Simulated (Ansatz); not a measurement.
# SiGeH₃ (doublet): from Hartree-Fock to the top rungs at a displaced geometry (v1), cc-pVDZ

Aim: climb from Hartree-Fock through coupled cluster for SiGeH₃ (doublet) at one geometry and basis, and see what each rung misses.

Program: Ansatz 0.2.0, Gaussian basis. Level of theory: cc-pVDZ, core rule «outside noble gas», up to 19 orbitals frozen. These are calculated values, not measurements.

Plan: UHF; CCSD(T) on ROHF; CCSD(T) on UHF; BCCD(T) on ROHF; CISD; CCSDT(Q) on ROHF; CCSDT(Q) on UHF.

20 further runs of the same task are left out: 5 that didn't finish, 15 set aside as unsound or not needed.

**1. The system**

The geometry is a PBE0/def2-TZVP stationary point (not a proven minimum) with its atoms shifted at random (size 0.040 Å). No spin-orbit coupling is included. The filled d shell of Ge may be among the frozen orbitals whatever the setting's name suggests; the logs give the count.

5 atoms, charge 0, spin multiplicity 2.

Atoms are counted from 1 here; the program's logs count them from 0.

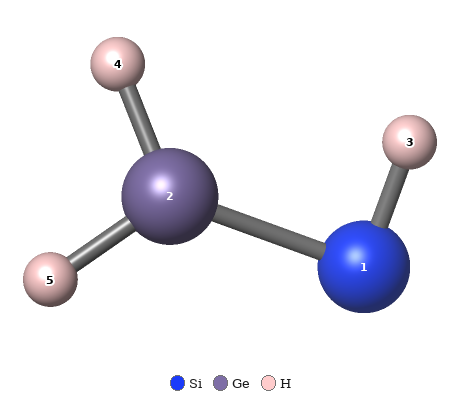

The geometry (silicon blue, germanium purple, hydrogen pink); atoms are numbered from 1 in the order of the file.

Coordinates:

```xyz
5
charge 0, multiplicity 2
Si   -0.0275    0.1022    1.6956
Ge    0.0137   -0.0206   -0.6354
H     0.2829   -1.3547    1.7079
H    -0.3807   -1.2421   -1.5403
H    -0.1193    1.2334   -1.6205
```

In the tables R marks a restricted open-shell determinant and U an unrestricted one; energies count from the table's Hartree-Fock row.

**2. UHF**

The input, in.yaml:

```yaml
crystal:
  periodic: [false, false, false]
  atoms:
    - {symbol: Si, position_ang: [-0.027518, 0.102205, 1.695640]}
    - {symbol: Ge, position_ang: [0.013652, -0.020597, -0.635440]}
    - {symbol: H, position_ang: [0.282856, -1.354743, 1.707860]}
    - {symbol: H, position_ang: [-0.380677, -1.242103, -1.540293]}
    - {symbol: H, position_ang: [-0.119304, 1.233374, -1.620548]}
basis:
  gaussian: {orbitals: cc-pVDZ}
magnetization: {spin_polarized: true, initial_magnetization: 1}
hamiltonian: {xc: hf}
output: {orbitals: {seedname: orbitals}}
```

Launch:

```console
ansatz run in.yaml --threads 1 --pin off --events-out ev --progress --plain --max-ram 2393MiB
```

The log of the run:

```text
Functional definition: HF
  name "HF"
  cite "Fock, Z. Phys. 61, 126 (1930) doi:10.1007/BF01340294"
  parent pbe
  exchange = exact_x
  correlation = 0
641 factors; integrals over basis functions are off by at most 1.3e-3 eV
mean field evaluation 1: about -64379.4227 eV, gradient 7.1e0 eV
mean field evaluation 2: about -64379.4365 eV, gradient 7.1e0 eV
mean field evaluation 4: about -64380.1748 eV, gradient 1.1e0 eV
mean field evaluation 8: about -64380.2682 eV, gradient 3.8e-1 eV
mean field evaluation 16: about -64380.2956 eV, gradient 1.9e-5 eV
mean field evaluation 32: about -64380.0485 eV, gradient 5.4e-1 eV
mean field -64380.29564932 eV, -2365.9322265807 hartree, gradient 1.9e-5 eV, S^2 0.965409; 0 other end points of the search recorded, 0 dependent functions left out
reference -64380.29564932 eV, -2365.9322265807 hartree; 25, 24 occupied and 35, 36 virtual orbitals, 641 factors
Total energy: -64380.29564932 eV, -2365.9322265807 hartree
```

Wall time 4.7 s (1 thread of Arm Neoverse V1, shared host).

From the report: ⟨S²⟩ of the determinant 0.965 (pure doublet: 0.75).

**3. CCSD(T) on ROHF**

in.yaml, as its differences from that of step 2:

```diff
@@ -10,4 +10,4 @@
   gaussian: {orbitals: cc-pVDZ}
-magnetization: {spin_polarized: true, initial_magnetization: 1}
-hamiltonian: {xc: hf}
-output: {orbitals: {seedname: orbitals}}
+magnetization: {spin_polarized: false, initial_magnetization: 1}
+correlation: {method: ccsd_t, electrons: outside_noble_gas}
+output: {forces: true}
```

Launched as before.

The log of the run, shortened:

```text
Functional definition: HF
  name "HF"
  cite "Fock, Z. Phys. 61, 126 (1930) doi:10.1007/BF01340294"
  parent pbe
[...]
641 factors; integrals over basis functions are off by at most 1.3e-3 eV
[...]
mean field -64380.11199274 eV, -2365.9254773260 hartree, gradient 1.9e-6 eV, S^2 0.750000; 5 other end points of the search recorded, 0 dependent functions left out
[...]
determinant -64380.11199274 eV, -2365.9254773260 hartree, with singles and doubles -64385.90683399 eV, -2366.1384338140 hartree
determinant -64377.30590044 eV, -2365.8223553359 hartree, with singles and doubles -64383.46291626 eV, -2366.0486214939 hartree
19 core orbitals not correlated: weight in the atoms' cores, before any rotation towards them, 0.999 or more for the frozen orbitals, at most 0.000 for the correlated occupied ones
reference -64380.11199274 eV, -2365.9254773260 hartree; 6, 5 occupied and 35, 36 virtual orbitals, 641 factors
second order -4.61115955 eV of doubles, -0.04205490 eV of singles
cycle   1  -5.79575921 eV  change   -9.2e-4 eV  update   4.9e-3
[...]
cycle  14  -5.80189213 eV  change   -2.1e-7 eV  update   4.2e-7
perturbative correction -0.19190071 eV, -0.0070522210 hartree
[...]
Total energy: -64386.10578558 eV, -2366.1457451502 hartree
Atom 0 at    -0.027518     0.102205     1.695640 Å, force    -0.102839     0.644990     0.248057 eV/Å
Atom 1 at     0.013652    -0.020597    -0.635440 Å, force    -0.208368     0.450393    -1.045253 eV/Å
Atom 2 at     0.282856    -1.354743     1.707860 Å, force     0.129039    -0.731574     0.147569 eV/Å
Atom 3 at    -0.380677    -1.242103    -1.540293 Å, force     0.097823     0.089471     0.199315 eV/Å
Atom 4 at    -0.119304     1.233374    -1.620548 Å, force     0.084345    -0.453280     0.450311 eV/Å
Dipole moment:     0.031919    -0.051777    -0.112012 e Å
```

Wall time 11 s (1 thread of Arm Neoverse V1, shared host).

From the report: correlation -5.9938 eV; T1 0.039; largest double amplitude 0.07.

**4. CCSD(T) on UHF**

in.yaml, as its differences from that of step 3:

```diff
@@ -10,3 +10,3 @@
   gaussian: {orbitals: cc-pVDZ}
-magnetization: {spin_polarized: false, initial_magnetization: 1}
+magnetization: {spin_polarized: true, initial_magnetization: 1}
 correlation: {method: ccsd_t, electrons: outside_noble_gas}
```

Same command.

The log of the run, shortened:

```text
Functional definition: HF
  name "HF"
  cite "Fock, Z. Phys. 61, 126 (1930) doi:10.1007/BF01340294"
  parent pbe
[...]
641 factors; integrals over basis functions are off by at most 1.3e-3 eV
[...]
mean field -64380.29564932 eV, -2365.9322265807 hartree, gradient 2.6e-6 eV, S^2 0.965407; 4 other end points of the search recorded, 0 dependent functions left out
determinant -64380.29564932 eV, -2365.9322265807 hartree, with singles and doubles -64385.91048736 eV, -2366.1385680729 hartree
determinant -64378.84596959 eV, -2365.8789518332 hartree, with singles and doubles -64384.48137989 eV, -2366.0860493420 hartree
determinant -64378.21630598 eV, -2365.8558121225 hartree, with singles and doubles -64383.56747753 eV, -2366.0524640498 hartree
19 core orbitals not correlated: weight in the atoms' cores, before any rotation towards them, 0.999 or more for the frozen orbitals, at most 0.000 for the correlated occupied ones
reference -64380.29564932 eV, -2365.9322265807 hartree; 6, 5 occupied and 35, 36 virtual orbitals, 641 factors
second order -4.38191187 eV of doubles, -0.00000000 eV of singles
cycle   1  -5.61647072 eV  change   -1.6e-3 eV  update   3.3e-3
[...]
cycle  15  -5.62092178 eV  change   -5.7e-7 eV  update   4.9e-7
perturbative correction -0.18623576 eV, -0.0068440379 hartree
[...]
Total energy: -64386.10280686 eV, -2366.1456356840 hartree
Atom 0 at    -0.027518     0.102205     1.695640 Å, force    -0.095983     0.651010     0.250065 eV/Å
Atom 1 at     0.013652    -0.020597    -0.635440 Å, force    -0.220372     0.446870    -1.042368 eV/Å
Atom 2 at     0.282856    -1.354743     1.707860 Å, force     0.125107    -0.733711     0.141995 eV/Å
Atom 3 at    -0.380677    -1.242103    -1.540293 Å, force     0.105239     0.089886     0.198960 eV/Å
Atom 4 at    -0.119304     1.233374    -1.620548 Å, force     0.086009    -0.454055     0.451347 eV/Å
Dipole moment:     0.031869    -0.053148    -0.112608 e Å
```

Wall time 12 s (1 thread of Arm Neoverse V1, shared host).

From the report: ⟨S²⟩ of the determinant 0.965 (pure doublet: 0.75); correlation -5.8072 eV; T1 0.048; largest double amplitude 0.07.

**5. BCCD(T) on ROHF**

in.yaml, as its differences from that of step 4:

```diff
@@ -10,4 +10,3 @@
   gaussian: {orbitals: cc-pVDZ}
-magnetization: {spin_polarized: true, initial_magnetization: 1}
-correlation: {method: ccsd_t, electrons: outside_noble_gas}
-output: {forces: true}
+magnetization: {spin_polarized: false, initial_magnetization: 1}
+correlation: {method: bccd_t, electrons: outside_noble_gas}
```

The command is unchanged.

The log of the run, shortened:

```text
Functional definition: HF
  name "HF"
  cite "Fock, Z. Phys. 61, 126 (1930) doi:10.1007/BF01340294"
  parent pbe
[...]
641 factors; integrals over basis functions are off by at most 1.3e-3 eV
[...]
mean field -64380.11199274 eV, -2365.9254773260 hartree, gradient 1.9e-6 eV, S^2 0.750000; 5 other end points of the search recorded, 0 dependent functions left out
[...]
determinant -64380.11199274 eV, -2365.9254773260 hartree, with singles and doubles -64385.90683399 eV, -2366.1384338140 hartree
determinant -64377.30590044 eV, -2365.8223553359 hartree, with singles and doubles -64383.46291626 eV, -2366.0486214939 hartree
19 core orbitals not correlated: weight in the atoms' cores, before any rotation towards them, 0.999 or more for the frozen orbitals, at most 0.000 for the correlated occupied ones
reference -64380.11199274 eV, -2365.9254773260 hartree; 6, 5 occupied and 35, 36 virtual orbitals, 641 factors
second order -4.61115955 eV of doubles, -0.04205490 eV of singles
cycle   1  -5.79894236 eV  change   -4.1e-3 eV  update   1.0e-2
[...]
cycle  13  -5.79409725 eV  change   -6.8e-8 eV  update   8.3e-6
perturbative correction -0.20103320 eV, -0.0073878338 hartree
Total energy: -64386.10712319 eV, -2366.1457943063 hartree
```

It took 6 s on 1 thread of Arm Neoverse V1, shared host.

From the report: correlation -5.9951 eV; largest double amplitude 0.06.

**6. CISD**

in.yaml, as its differences from that of step 5:

```diff
@@ -11,2 +11,2 @@
 magnetization: {spin_polarized: false, initial_magnetization: 1}
-correlation: {method: bccd_t, electrons: outside_noble_gas}
+correlation: {active_space: {ras: {orbitals: [5, 1, 35], electrons: 11, max_holes: 2, max_particles: 2}, fixed_orbitals: true}}
```

Launched as before.

The log of the run:

```text
Functional definition: HF
  name "HF"
  cite "Fock, Z. Phys. 61, 126 (1930) doi:10.1007/BF01340294"
  parent pbe
  exchange = exact_x
  correlation = 0
641 factors; integrals over basis functions are off by at most 1.3e-3 eV
mean field evaluation 1: about -64379.4279 eV, gradient 9.4e0 eV
mean field evaluation 2: about -64379.4415 eV, gradient 9.4e0 eV
mean field evaluation 4: about -64380.0773 eV, gradient 1.1e0 eV
mean field evaluation 8: about -64380.1087 eV, gradient 2.1e-1 eV
mean field evaluation 16: about -64366.3054 eV, gradient 1.9e1 eV
mean field evaluation 32: about -64379.7242 eV, gradient 4.8e0 eV
mean field -64380.11199274 eV, -2365.9254773260 hartree, gradient 1.9e-6 eV, S^2 0.750000; 4 other end points of the search recorded, 0 dependent functions left out
reference -64380.11199274 eV, -2365.9254773260 hartree; 25, 24 occupied and 35, 36 virtual orbitals, 641 factors
state -64385.37621798 eV, -2366.1189340352 hartree
Total energy: -64385.37621798 eV, -2366.1189340352 hartree
```

Wall time 4.4 s (1 thread of Arm Neoverse V1, shared host).

From the report: 80,541 determinants.

**7. CCSDT(Q) on ROHF**

in.yaml, as its differences from that of step 6:

```diff
@@ -11,2 +11,2 @@
 magnetization: {spin_polarized: false, initial_magnetization: 1}
-correlation: {active_space: {ras: {orbitals: [5, 1, 35], electrons: 11, max_holes: 2, max_particles: 2}, fixed_orbitals: true}}
+correlation: {method: ccsdt_q, electrons: outside_noble_gas}
```

The command is unchanged.

The log of the run, shortened:

```text
Functional definition: HF
  name "HF"
  cite "Fock, Z. Phys. 61, 126 (1930) doi:10.1007/BF01340294"
  parent pbe
[...]
1193 factors; integrals over basis functions are off by at most 2.3e-7 eV
[...]
mean field -64380.11210316 eV, -2365.9254813838 hartree, gradient 1.3e-6 eV, S^2 0.750000; 5 other end points of the search recorded, 0 dependent functions left out
[...]
determinant -64380.11210316 eV, -2365.9254813838 hartree, with singles and doubles -64385.90695054 eV, -2366.1384380970 hartree
determinant -64377.30600744 eV, -2365.8223592680 hartree, with singles and doubles -64383.46303299 eV, -2366.0486257838 hartree
19 core orbitals not correlated: weight in the atoms' cores, before any rotation towards them, 0.999 or more for the frozen orbitals, at most 0.000 for the correlated occupied ones
reference -64380.11210316 eV, -2365.9254813838 hartree; 6, 5 occupied and 35, 36 virtual orbitals, 1193 factors
second order -4.61120675 eV of doubles, -0.04205488 eV of singles
cycle   1  -5.44763231 eV  change   -7.9e-1 eV  update   9.0e-2
[...]
cycle  24  -6.03844926 eV  change   -4.7e-7 eV  update   2.2e-7
perturbative correction -0.01161685 eV, -0.0004269115 hartree
Total energy: -64386.16216927 eV, -2366.1478172124 hartree
```

Run time: 86 s. Hardware: 1 thread of Arm Neoverse V1, shared host; peak memory 0.59 GiB.

From the report: correlation -6.0501 eV; T1 0.044; largest double amplitude 0.09.

**8. CCSDT(Q) on UHF**

in.yaml, as its differences from that of step 7:

```diff
@@ -10,3 +10,3 @@
   gaussian: {orbitals: cc-pVDZ}
-magnetization: {spin_polarized: false, initial_magnetization: 1}
+magnetization: {spin_polarized: true, initial_magnetization: 1}
 correlation: {method: ccsdt_q, electrons: outside_noble_gas}
```

The command is unchanged.

The log of the run, shortened:

```text
Functional definition: HF
  name "HF"
  cite "Fock, Z. Phys. 61, 126 (1930) doi:10.1007/BF01340294"
  parent pbe
[...]
1193 factors; integrals over basis functions are off by at most 2.3e-7 eV
[...]
mean field -64380.29576171 eV, -2365.9322307109 hartree, gradient 2.4e-6 eV, S^2 0.965411; 4 other end points of the search recorded, 0 dependent functions left out
determinant -64380.29576171 eV, -2365.9322307109 hartree, with singles and doubles -64385.91060357 eV, -2366.1385723435 hartree
determinant -64378.84608427 eV, -2365.8789560478 hartree, with singles and doubles -64384.48139021 eV, -2366.0860497212 hartree
determinant -64378.21642493 eV, -2365.8558164937 hartree, with singles and doubles -64383.56758787 eV, -2366.0524681045 hartree
19 core orbitals not correlated: weight in the atoms' cores, before any rotation towards them, 0.999 or more for the frozen orbitals, at most 0.000 for the correlated occupied ones
reference -64380.29576171 eV, -2365.9322307109 hartree; 6, 5 occupied and 35, 36 virtual orbitals, 1193 factors
second order -4.38195261 eV of doubles, -0.00000000 eV of singles
cycle   1  -5.17030877 eV  change   -7.9e-1 eV  update   9.4e-2
[...]
cycle  26  -5.85577605 eV  change   -3.8e-7 eV  update   4.6e-7
perturbative correction -0.01207377 eV, -0.0004437029 hartree
Total energy: -64386.16361153 eV, -2366.1478702146 hartree
```

Wall time 86 s (1 thread of Arm Neoverse V1, shared host); peak memory 0.5 GiB.

From the report: ⟨S²⟩ of the determinant 0.965 (pure doublet: 0.75); correlation -5.8678 eV; T1 0.052; largest double amplitude 0.10.

**9. All levels against the top one**

The yardstick is UCCSDT(Q), where the cluster series has nearly closed. Rows without a time come out of other runs: HF, MP2 and CCSD of CCSD(T), CCSDT of CCSDT(Q). The times of RCCSD(T), UCCSD(T) include forces.

Differences are taken before rounding.

```
   method  energy from the lowest RHF (kcal/mol)  from UCCSDT(Q) (kcal/mol)   time
      RHF                                   0.00                    +139.55       
      UHF                                  -4.24                    +135.32       
     RMP2                                -107.31                     +32.25       
     UMP2                                -105.28                     +34.27       
     CISD                                -121.40                     +18.16  4.4 s
    RCCSD                                -133.79                      +5.76       
    UCCSD                                -133.86                      +5.70       
 RCCSD(T)                                -138.22                      +1.33   11 s
 UCCSD(T)                                -138.15                      +1.40   12 s
  BCCD(T)                                -138.25                      +1.30    6 s
   RCCSDT                                -139.25                      +0.30       
   UCCSDT                                -139.28                      +0.28       
RCCSDT(Q)                                -139.52                      +0.03   86 s
UCCSDT(Q)                                -139.55                          0   86 s
```

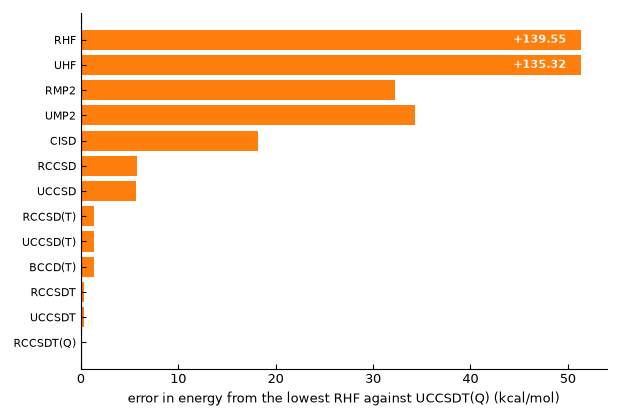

How far each level lands from UCCSDT(Q). Bars with a number in them are cut short.

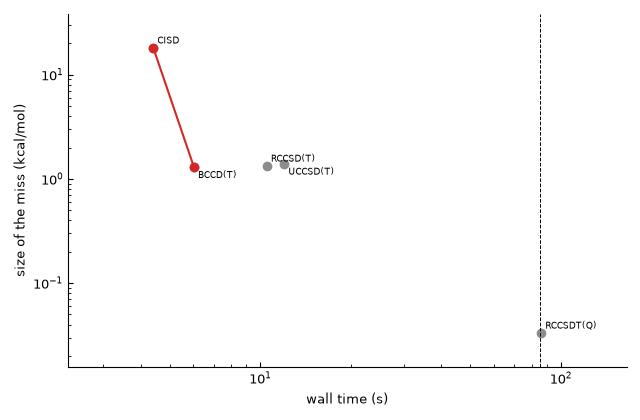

Miss against cost. Red marks the levels that no quicker level drawn beats (of those quicker than the yardstick), and the dashed line is the time of UCCSDT(Q). Times are from a shared host.

**10. Results**

```
                         quantity                      value
   UCCSDT(Q) below the RHF energy                 -6.0516 eV
              RMP2 from UCCSDT(Q)            +32.25 kcal/mol
              UMP2 from UCCSDT(Q)            +34.27 kcal/mol
             RCCSD from UCCSDT(Q)             +5.76 kcal/mol
          RCCSD(T) from UCCSDT(Q)             +1.33 kcal/mol
          UCCSD(T) from UCCSDT(Q)             +1.40 kcal/mol
         RCCSDT(Q) from UCCSDT(Q)             +0.03 kcal/mol
levels within 1 kcal/mol (43 meV)  RCCSDT, UCCSDT, RCCSDT(Q)
                    T1 diagnostic                      0.039
```

RCCSD(T) lands +1.33 kcal/mol from the yardstick (1.0 % of the correlation energy). These misses are within one basis, not against nature; the frozen cores of restricted and unrestricted runs differ, which can shift their rows.

For cost: BCCD(T) gets within 1.30 kcal/mol in 6 s, where UCCSDT(Q) took 86 s; the quickest level in the cost chart, CISD, takes 4.4 s and misses by 18.16 kcal/mol.
